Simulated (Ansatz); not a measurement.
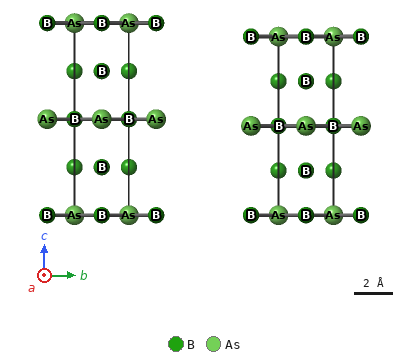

Two geometries of solid B$_{3}$As (built on the TiAl3 (D0_22)_139 type), drawn at one scale. One is the start of a relaxation, the other its converged end. A ball-and-stick model of the conventional cell (2 times the calculation's cell), seen along the a axis. Lengths and directions refer to the drawn axes.

All numbers below come from DFT r2SCAN, scalar-relativistic, plane waves, PAW in Ansatz 0.2.0. (plane-wave cutoff 500 eV; k-point mesh 22 × 22 × 22; occupations gaussian; smearing width 0.1 eV; no spin polarisation; cell and atoms relaxed; force threshold 0.01 eV/Å; at most 80 steps)

**Which geometry has the lower energy?**

The left one is the relaxed one. Case: TiAl3 (D0_22) type (I4/mmm, No. 139). Over 4 accepted moves (5 points after the start) the energy falls by 11.1 meV per atom. All forces vanish by symmetry, so only the cell relaxes. The pressure goes from 0.21 to 0.02 GPa. The SCF was repeated once at an unchanged geometry on a basis and grid sized afresh for the cell, which shifted the energy by 0.1 meV per atom at most. The atoms keep their places relative to the cell (all moves are under 0.005 Å). Cell: a = b 2.950 → 2.921 Å (−1.0 %), c 9.584 → 10.308 Å (+7.6 %). Volume +5.4 %. Among the contacts that change: As–B 2.086 → 2.065 Å. The space group stays I4/mmm (No. 139).
